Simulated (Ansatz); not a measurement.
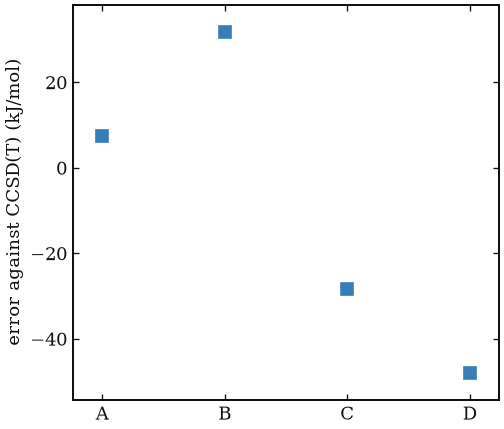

Error in the electronic atomisation energy (method less reference, so positive means overbinding) of CH₆OSSi, SMILES [SiH3]OCS: functionals in def2-TZVPP against frozen-core CCSD(T) at the limit (MP2 extrapolated from triple and quadruple zeta, plus CCSD(T) less MP2 in a smaller set), which gives 3362.4 kJ/mol, at a PBE0-D4/def2-TZVP geometry (a minimum by its frequencies), no zero-point or spin-orbit term, the Ansatz code. The reference leaves out core correlation, a term that grows with the number of heavy atoms. PBE-QIDH holds a correlation term that converges slowly with the basis, so part of the distance to the limit is basis error. No dispersion term is added to PBE-QIDH. Limit means the basis limit.

The letters stand for HSE06-D4, MP2 limit, PBE-QIDH and ωB97M-V. Which is which?

A: ωB97M-V (7.4 kJ/mol); B: MP2 limit (31.8 kJ/mol); C: HSE06-D4 (−28.4 kJ/mol); D: PBE-QIDH (−47.9 kJ/mol).

Caveats, for all or some of the runs: one conformer of a flexible molecule.
